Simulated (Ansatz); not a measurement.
**Fields on a plane of SnO2 (rutile)**

```
SnO2
1.0
    4.82756     0.00000     0.00000
    0.00000     4.82756     0.00000
    0.00000     0.00000     3.23791
Sn O
2 4
Direct
  0.00000   0.00000   0.00000
  0.50000   0.50000   0.50000
  0.30660   0.30660   0.00000
  0.80660   0.19340   0.50000
  0.19340   0.80660   0.50000
  0.69340   0.69340   0.00000
```

The slice is a (-1 2 0) plane (indices of the conventional cell) through the point (0.193, 0.807, 0.500) (fractional), spanned by u = [001] and v = [210] in vectors of this cell: u (3.24 Å) and v (10.79 Å, at 90° to u). It covers one period; positions are fractions (u, v).

Atoms on it: Sn at (0.00, 0.66), 0.2 Å off the plane; O at (0.50, 0.55), 0.2 Å off the plane; O at (0.00, 0.00). Other atoms lie within 1 Å of the plane.

These are PBE (plane waves to 420 eV, PAW, scalar-relativistic; Ansatz, a quantum-chemistry and plane-wave program) values and carry that method's errors. k mesh 7×7×10. Inside the PAW spheres the values are not all-electron values, and peaks at nuclei hang on which shells count as valence. SnO2 was relaxed with its symmetry unable to fall. The PAW data are Ansatz's earlier set.

```tsv
v \ u	0.00	0.12	0.25	0.38	0.50	0.62	0.75	0.88
0.93	0.011	0.005	0.004	0.019	0.028	0.019	0.004	0.005
0.86	0.002	0.003	0.004	0.004	0.003	0.004	0.004	0.003
0.79	0.023	0.014	0.004	0.023	0.035	0.023	0.004	0.014
0.71	0.071	0.074	0.044	0.013	0.014	0.013	0.044	0.074
0.64	0.025	0.056	0.069	0.027	0.015	0.027	0.069	0.056
0.57	0.060	0.037	0.006	0.086	0.159	0.086	0.006	0.037
0.50	0.006	0.006	0.013	0.049	0.056	0.049	0.013	0.006
0.43	0.002	0.005	0.016	0.031	0.037	0.031	0.016	0.005
0.36	0.101	0.043	0.008	0.048	0.070	0.048	0.008	0.043
0.29	0.058	0.035	0.004	0.021	0.035	0.021	0.004	0.035
0.21	0.000	0.001	0.002	0.003	0.004	0.003	0.002	0.001
0.14	0.001	0.001	0.001	0.001	0.001	0.001	0.001	0.001
0.07	0.011	0.010	0.004	0.004	0.006	0.004	0.004	0.010
0.00	0.173	0.193	0.025	0.012	0.023	0.012	0.025	0.193
```

Values: density of the lowest conduction band (whole band as if filled, smooth part) in e/Å³. 

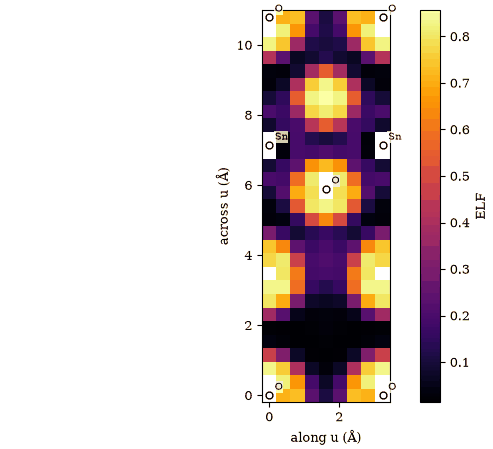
Fig. 1. Electron localisation function (ELF), one period of the plane, atoms marked. Points within 0.4 Å of a nucleus are left white, as the pseudised field means little there.

Element round which the density of the highest valence band (whole band, smooth part) is largest on this plane: O
